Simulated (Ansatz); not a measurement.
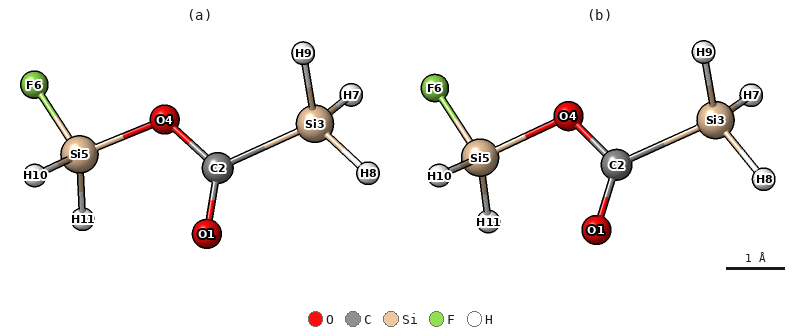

The structure of CH$_{5}$FO$_{2}$Si$_{2}$ (coarse preliminary run) before (left) and after (right) a relaxation, at one scale.

The picture is a ball-and-stick view, seen at a tilt.

The start comes from a force field.

All numbers below come from RKS PBE-D4/def2-SVP in Ansatz 0.2.0.

Input file:
```yaml
crystal:
  periodic: [false, false, false]
  atoms:
    - {symbol: O, position_ang: [-0.772500, -1.465200, -0.365000]}
    - {symbol: C, position_ang: [-0.193400, -0.375800, -0.434700]}
    - {symbol: Si, position_ang: [0.292800, 0.241100, -2.166100]}
    - {symbol: O, position_ang: [0.251500, 0.404700, 0.618900]}
    - {symbol: Si, position_ang: [-0.193900, -0.011100, 2.166900]}
    - {symbol: F, position_ang: [0.406300, 1.156700, 3.132500]}
    - {symbol: H, position_ang: [-0.214800, 1.591300, -2.430600]}
    - {symbol: H, position_ang: [-0.081300, -0.647000, -3.257400]}
    - {symbol: H, position_ang: [1.811500, 0.380300, -2.215000]}
    - {symbol: H, position_ang: [0.436400, -1.293800, 2.577700]}
    - {symbol: H, position_ang: [-1.677200, -0.038200, 2.393200]}
basis:
  gaussian: {orbitals: def2-SVP}
hamiltonian: {xc: pbe, dispersion: d4}
relax: {f_tol: 0.03, max_steps: 200}
```

Launched with:
```bash
ansatz run in.yaml --threads 4 --pin off --events-out ev --progress --plain --max-ram 10444MiB
```

Summarise the run.

Answer. The largest move after the best rigid fit is that of O1, 0.24 Å. Largest moves by element: O 0.24 Å, H 0.13 Å, Si 0.07 Å, F 0.06 Å, C 0.06 Å. Among the contacts that change: O1–Si5 2.977 → 2.698 Å, O4–Si5 1.664 → 1.741 Å, Si3–H8 1.456 → 1.498 Å, C2–Si3 1.901 → 1.939 Å. Among the angles between lasting bonds that change: O1–C2–Si3 117.2° → 126.0°, O1–C2–O4 127.2° → 120.7°, C2–O4–Si5 118.8° → 112.3°. Over 11 geometry steps the energy falls by 27.7 kJ/mol. Largest force component: 1.9 eV/Å at the start, 0.016 eV/Å at the end.
